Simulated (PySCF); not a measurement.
## A study: BFH2, SMILES `BF`

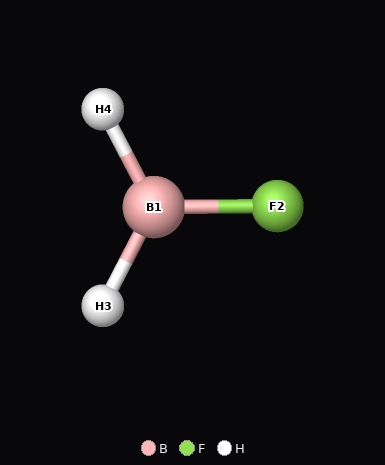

The molecule, with its atoms numbered as below. No frequency check shows the geometry to be a minimum.

Coordinates in Å:

```
B1       0.6668    0.0000    0.0000
F2      -0.6383    0.0000    0.0000
H3       1.2054    1.0406    0.0000
H4       1.2054   -1.0406    0.0000
```

Part 1: Bonding charge

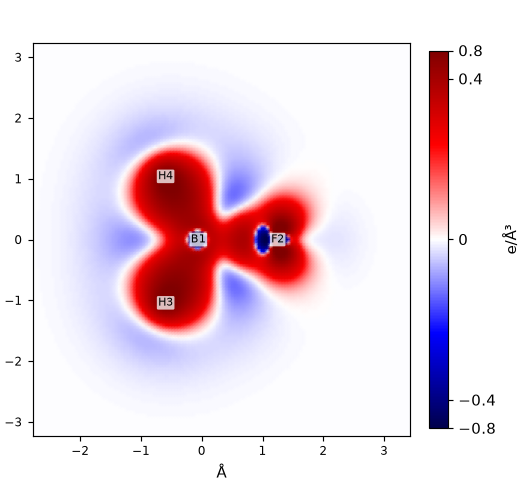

Deformation density (molecule less spherical, spin-averaged free atoms) in the molecular plane; colour scale in e/Å³, logarithmic beyond ±0.1; red: gain, blue: loss.

Method: TPSS/6-311G**; geometry: GFN2-xTB; program: PySCF.

**Describe the bonding that the map shows.**

B1–H3 and B1–H4: +0.51 e/Å³ at the bond critical point (bond length 1.17 Å, Mayer order 0.9). B1–F2: +0.20 e/Å³ at the bond critical point (bond length 1.30 Å, Mayer order 1.4). In all, 0.9 electrons gather in the regions of gain relative to the promolecule.

**Where do the Hirshfeld charges lie?**

The highest Hirshfeld charge is on B1 (+0.22 e), the lowest on F2 (−0.10 e).

Part 2: Bond critical points

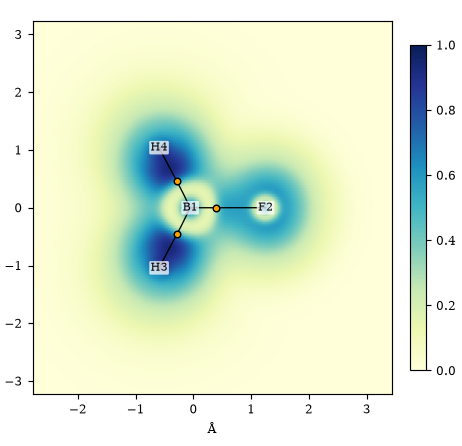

Localised orbital locator (LOL) in the molecular plane, with bond paths and bond critical points (dots).

**Rank the bonds in the plane by LOL at their critical points.**

B1–H3 and B1–H4: about 0.58; B1–F2: about 0.29. Values above 0.5 mark slow, localised electrons, as in shared pairs; low values at a critical point mark a polar or closed-shell contact whose critical point lies between the shells.

**Where along B1–F2 does the critical point lie?**

0.44 Å from B1 and 0.86 Å from F2.

Part 3: Local ionisation energy

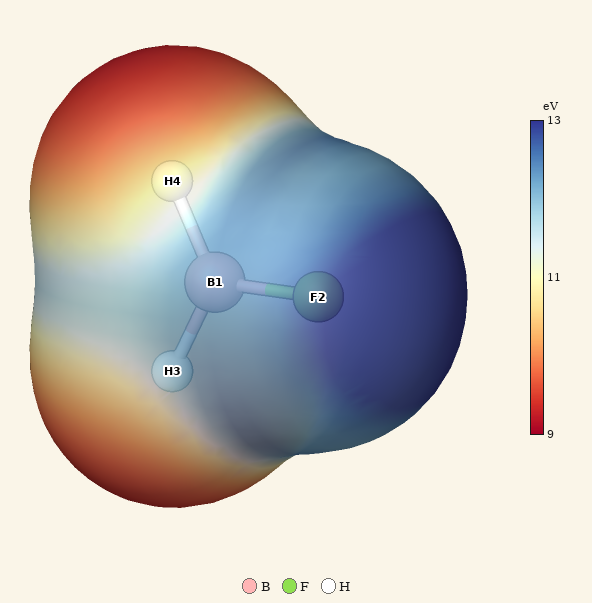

Average local ionisation energy on the surface of electron density 0.001 a.u.

**Where are the most loosely bound electrons on this surface?**

The lowest value is 9.2 eV, 1.4 Å from H4, and at like points elsewhere. For comparison, the highest occupied orbital lies at −7.9 eV.

**What volume does the surface enclose, and what is the dipole moment?**

About 46 Å³; the dipole moment is 0.5 D.

Part 4: Removing or adding an electron

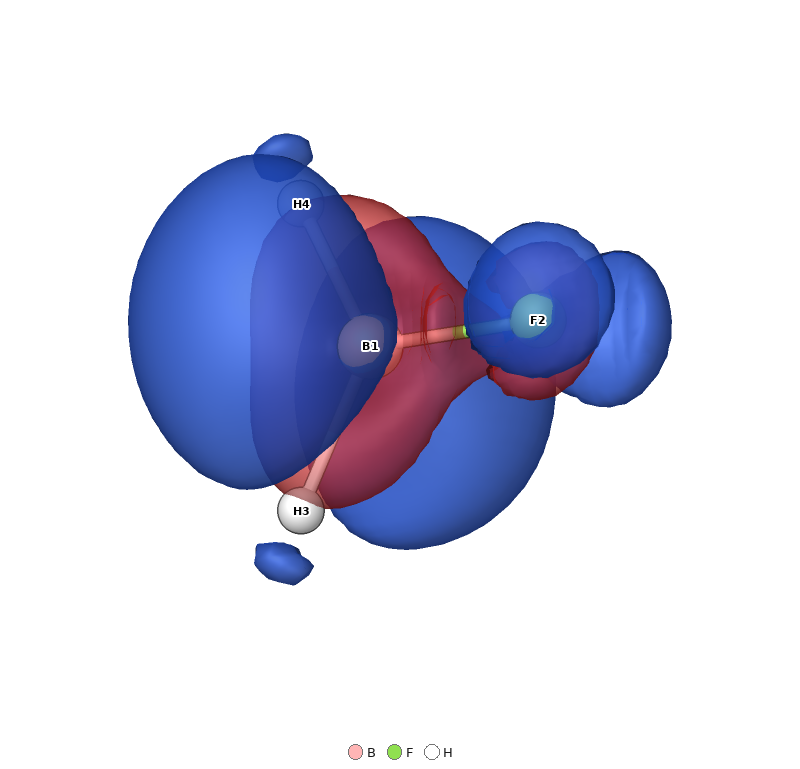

Fukui function f⁺ = ρ(N+1) − ρ(N) at fixed geometry, surfaces at ±0.03 e/Å³ (blue positive, red negative).

Computed with PySCF, B3LYP/cc-pVTZ, geometry: GFN2-xTB.

**On which atoms does the density change most on addition of an electron?**

f⁺ (Hirshfeld-condensed) is largest on B1 (0.57); the vertical electron affinity is −1.18 eV (the stability of the anion's solution wasn't checked; negative, but this basis has no diffuse functions, so it doesn't show that the anion is unbound). Condensed values hint at sites of nucleophilic attack but needn't mark the atom that reacts. Orbital relaxation makes it negative in places (0.12 e in all).

Part 5: Localised orbitals

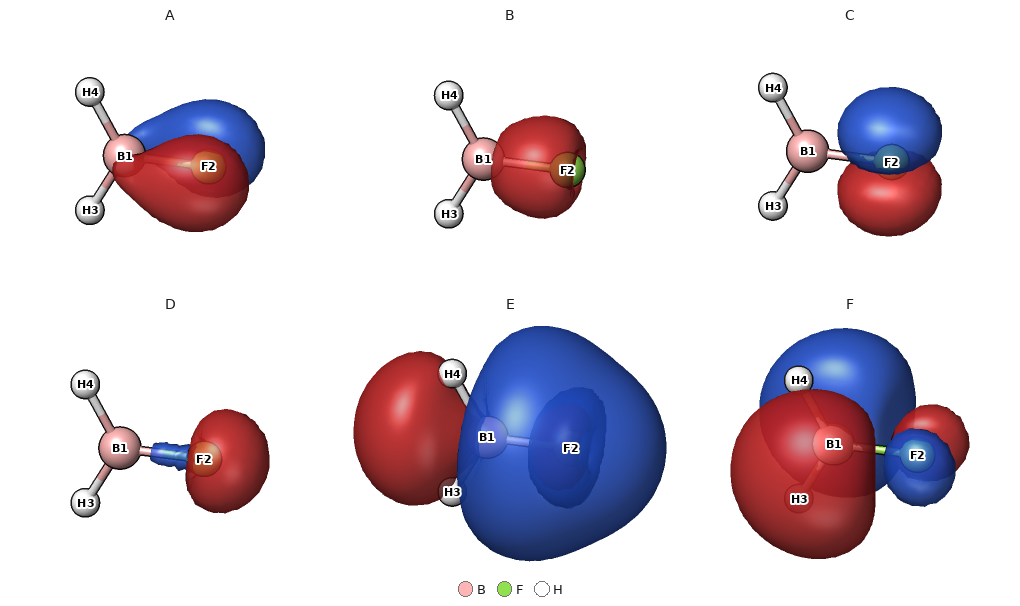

Intrinsic bond orbitals (IBO), occupied and valence-virtual; each surface holds about 85 % of the orbital's density. Energies are diagonal elements of the Fock matrix.

PySCF calculation, PBE0/cc-pVDZ, gas phase; geometry: GFN2-xTB. This is a single-reference result, which may miss multireference character in this system.

**Name the orbitals, with their atomic make-up and energies.**

By panel:
- A: lone pair on F2 (p-type) (F2 89 %, B1 11 %; −13.1 eV)
- B: σ bond F2–B1 (F2 78 %, B1 22 %; −28.9 eV)
- C: lone pair on F2 (p-type) (F2 97 %; −12.3 eV)
- D: lone pair on F2 (sp1.1-type) (F2 100 %; −20.5 eV)
- E: σ* orbital B1–F2, mostly on B1 (B1 78 %, F2 22 %; 7.8 eV)
- F: empty orbital on B1 (B1 89 %, F2 11 %; −0.6 eV)

Part 6: Stretching a bond

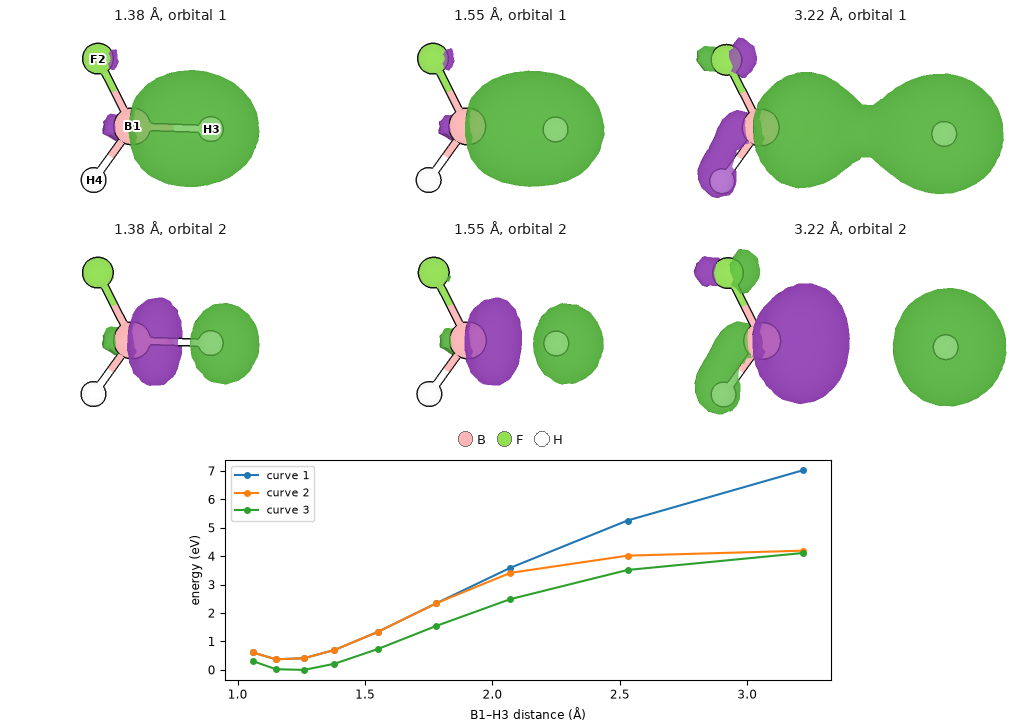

Rigid stretch of the B1–H3 bond. The two CASSCF(2,2) natural orbitals nearest half filling (orbital 1 the more occupied). Below: energies along the scan, from the lowest point of the three curves.

Computed with PySCF, 6-311G** basis, geometry: GFN2-xTB.

**How do the occupations change along the stretch?**

1.38 Å: 1.97 and 0.03; 1.55 Å: 1.96 and 0.04; 3.22 Å: 1.34 and 0.66. At the longest distance computed (3.22 Å) they are 1.34 and 0.66, and the effective number of unpaired electrons is 1.6.

**Which curve is which method?**

Curve 1 is RHF. Curve 2 is UHF. Curve 3 is CASSCF(2,2). RHF rises too steeply because it keeps both electrons in one orbital and so mixes in ionic fragments.

**Where does the UHF solution part from RHF?**

Between 1.78 Å (⟨S²⟩ = 0, the two coincide) and 2.07 Å (⟨S²⟩ = 0.41); at 3.22 Å ⟨S²⟩ is 0.97 and UHF lies 2.8 eV below RHF.

**How much energy does the stretch cost?**

By CASSCF, 4.1 eV from the lowest point of the scan (1.26 Å) to 3.22 Å; RHF gives 6.7 eV from its own lowest point. The fragments aren't relaxed and dynamic correlation is missing, so this isn't a bond dissociation energy.
